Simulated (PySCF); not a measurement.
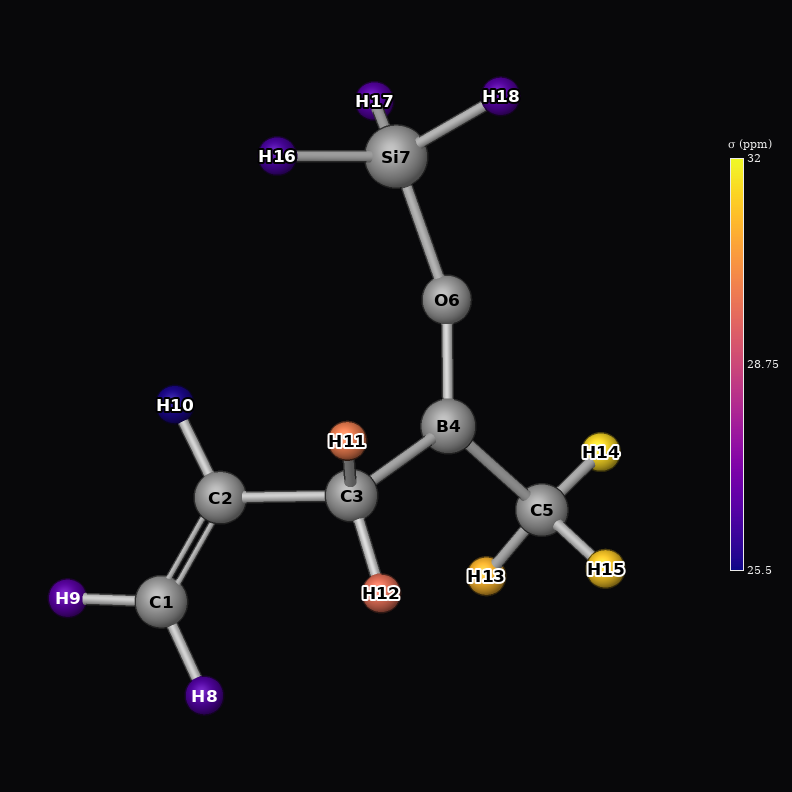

Atoms are coloured by their isotropic NMR shieldings (H only, the others grey). The geometry was computed by an optimisation with GFN2-xTB. No frequency run is at hand to confirm it as a minimum. Properties computed with GIAO PBE0/pcSseg-1 NMR shielding, non-relativistic, gas phase (PySCF 2.14.0).

Which H atom is the most shielded (lowest chemical shift)?

H14 (31.52 ppm).

Which H atom is the least shielded (highest chemical shift)?

H10 (25.64 ppm).

How wide is the range of H shifts?

5.88 ppm.

List the isotropic NMR shieldings of the H atoms.

```tsv
atom	σ (ppm)
H8	26.40
H9	26.56
H10	25.64
H11	29.93
H12	29.69
H13	30.96
H14	31.52
H15	31.28
H16	26.27
H17	26.47
H18	26.48
```

The geometry is semi-empirical. Around B, Si such bond lengths and angles can be off by a tenth of an ångström or more and by several degrees, and values that hang on the shape move with them.
